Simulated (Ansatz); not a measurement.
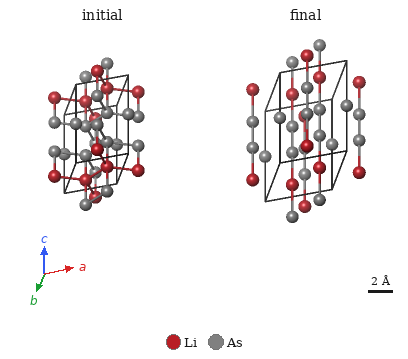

The structure of a crystal of Li2As5 (a generated structure, set up in P6/mmm) before (left) and after (right) a relaxation, at one scale.

Style: ball-and-stick. Shown: the cell of the calculation, from a free direction.

Computed with DFT PBE, scalar-relativistic, plane waves, PAW; settings changed in Ansatz 0.2.0.

Input
```yaml
crystal:
  lattice:
    - [4.6741224358, 0.0, 0.0]
    - [-2.3370612179, 4.0479087698, 0.0]
    - [0.0, 0.0, 8.0510728674]
  atoms:
    - { symbol: Li, position: [0.3333333333, 0.6666666667, 0.0] }
    - { symbol: Li, position: [0.6666666667, 0.3333333333, 0.0] }
    - { symbol: As, position: [0.3333333333, 0.6666666667, 0.3145101743] }
    - { symbol: As, position: [0.6666666667, 0.3333333333, 0.3145101743] }
    - { symbol: As, position: [0.6666666667, 0.3333333333, 0.6854898257] }
    - { symbol: As, position: [0.3333333333, 0.6666666667, 0.6854898257] }
    - { symbol: As, position: [0.0, 0.0, 0.5] }
basis:
  ecutwfc: 420
  ecutrho_ratio: 1
kpoints:
  mp_grid: { grid: [12, 12, 6] }
hamiltonian:
  xc: pbe
scf:
  occupations: { method: gaussian, width: 0.1 }
  max_iter: 100
output:
  forces: true
  eigenvalues: true
  stress: true
relax:
  adjacent_minimum: "off"
  f_tol: 0.01
  max_steps: 80
  cell: { stress_tol: 0.05 }
```

Command:
```bash
ansatz run input.yaml --threads 1 --pin off --max-ram 2048MiB --backend cpu --events-out ev --progress --plain --runs-dir out
```

Summarise the run.

The run was cut off at its time limit before the relaxation converged, so the last structure is only a point on the way. The input was poor on purpose: a density cutoff under the waves'. The energy falls by 894 meV per atom in 6 geometry steps. Largest force component: 0.0068 eV/Å at the start, 0.042 eV/Å at the end. The pressure goes from 4.07 to 13.03 GPa. The largest moves relative to the cell, 0.38 Å, are those of As3, As4, As5 and As6. As5 goes along −c. Li stays in place. The drawn cell changes as follows: a = b 4.674 → 5.953 Å (+27.4 %), c 8.051 → 9.262 Å (+15.0 %); the volume changes by +86.6 %. Among the contacts that change: Li1–As3 2.532 → 3.297 Å, As3–As4 2.699 → 3.437 Å, Li1–Li2 2.699 → 3.437 Å, As3–As7 3.084 → 3.687 Å. The space group stays P6/mmm (No. 191).

Limits of the set-up: the cutoff lies below the recommended one.
